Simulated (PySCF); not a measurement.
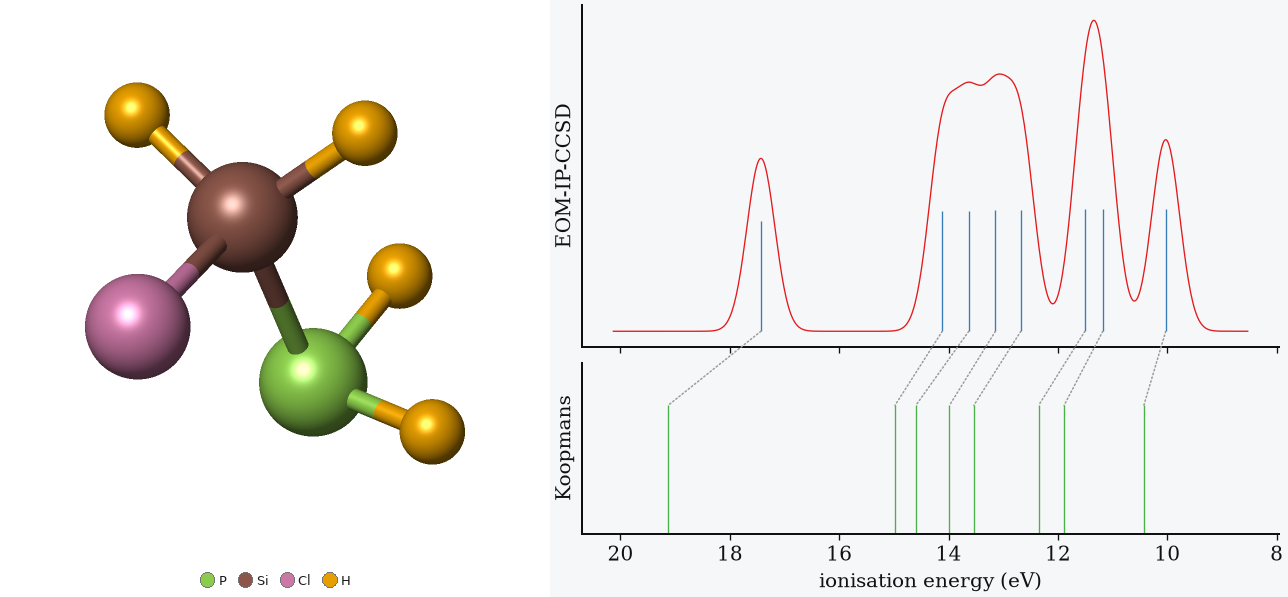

Valence photoelectron lines of SiPH₄Cl, SMILES P[SiH2]Cl: vertical EOM-IP-CCSD/aug-cc-pVDZ (frozen core, PySCF, at a PBE0-D3(BJ)/def2-SVP geometry (no frequency check); 8 lines, one for each of the 8 highest orbitals, so a line of a deeper orbital can be missing among them) above, Hartree-Fock orbital energies with the sign turned below, non-relativistic; dotted lines join each line to its leading orbital. Stick heights are one-hole weights (summed over degenerate lines), not cross-sections; Gaussian width 0.60 eV.

Do correlation and relaxation change the order of the lines?

Answer. Not among these holes, which come in the order of the orbitals, HOMO, HOMO−1, HOMO−2, HOMO−3, HOMO−4, HOMO−5, HOMO−6, HOMO−7.

List the lines.

Answer.
| hole | EOM-IP-CCSD (eV) | Koopmans (eV) | one-hole weight |
| --- | --- | --- | --- |
| HOMO | 10.03 | 10.43 | 0.95 |
| HOMO-1 | 11.18 | 11.89 | 0.95 |
| HOMO-2 | 11.51 | 12.35 | 0.95 |
| HOMO-3 | 12.68 | 13.54 | 0.95 |
| HOMO-4 | 13.14 | 13.98 | 0.95 |
| HOMO-5 | 13.63 | 14.60 | 0.93 |
| HOMO-6 | 14.12 | 14.98 | 0.94 |
| HOMO-7 | 17.43 | 19.13 | 0.86 |

Known limits of this run: small basis, so the lines can lie some tenths of an eV too low.
